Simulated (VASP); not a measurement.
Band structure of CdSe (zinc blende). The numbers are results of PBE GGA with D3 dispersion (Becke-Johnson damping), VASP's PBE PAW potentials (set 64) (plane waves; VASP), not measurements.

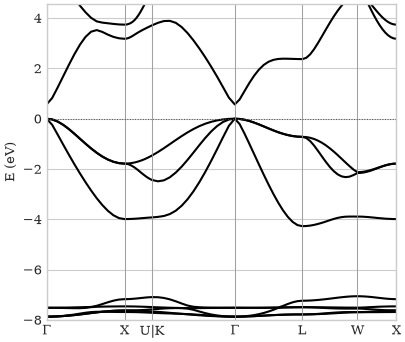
Figure. Bands along high-symmetry lines, zero at the valence-band maximum or, without a gap, the Fermi level

Read the plot: is there a gap, and where are the band edges?

The gap is direct, 0.57 eV, from the valence maximum at Γ to the conduction minimum at Γ. (Edges off the drawn lines would not show.)

The compound is CdSe in the zinc blende structure, whereas wurtzite is the usual form. It was relaxed first.
